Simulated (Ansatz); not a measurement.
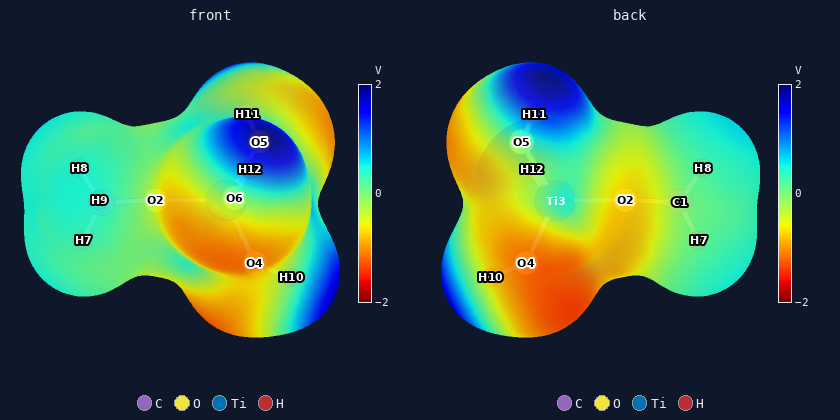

*CH₆O₄Ti (SMILES C[O][Ti]([OH])([OH])[OH]). The molecular electrostatic potential painted on the density surface at 0.001 e/bohr³, seen from the front and from behind; red is negative and blue positive.*

Geometry: PBE0-D4/def2-TZVP.

Method: Ansatz, RKS PBE0-D4/def2-TZVPP.

Input file:

```
crystal:
  periodic: [false, false, false]
  atoms:
    - {symbol: C, position_ang: [-0.179286, -1.428325, 1.635235]}
    - {symbol: O, position_ang: [0.098823, -0.903188, 0.376086]}
    - {symbol: Ti, position_ang: [0.218297, 0.510760, -0.686974]}
    - {symbol: O, position_ang: [1.965403, 0.745722, -1.104661]}
    - {symbol: O, position_ang: [-0.777358, 0.274745, -2.173198]}
    - {symbol: O, position_ang: [-0.407232, 1.977487, 0.158854]}
    - {symbol: H, position_ang: [0.736688, -1.823160, 2.086095]}
    - {symbol: H, position_ang: [-0.902682, -2.245536, 1.547704]}
    - {symbol: H, position_ang: [-0.594868, -0.662138, 2.298481]}
    - {symbol: H, position_ang: [2.367315, 1.481438, -1.568316]}
    - {symbol: H, position_ang: [-1.261806, -0.482848, -2.500805]}
    - {symbol: H, position_ang: [-1.186394, 2.499844, -0.034498]}
basis:
  gaussian: {orbitals: def2-TZVPP}
hamiltonian: {xc: pbe0, dispersion: d4}
output: {orbitals: {seedname: orbitals}}
```

Launched as:

```sh
ansatz run in.yaml --threads 4 --pin off --events-out ev --progress --plain --max-ram 11315MiB
```

> Where is the surface potential most negative and most positive?

The most negative region (about −1.4 V, or −32 kcal/mol for a unit charge) lies over O4, the most positive (about +1.9 V, or +44 kcal/mol for a unit charge) over H11 and H12. O4 is the likeliest acceptor of a hydrogen bond.
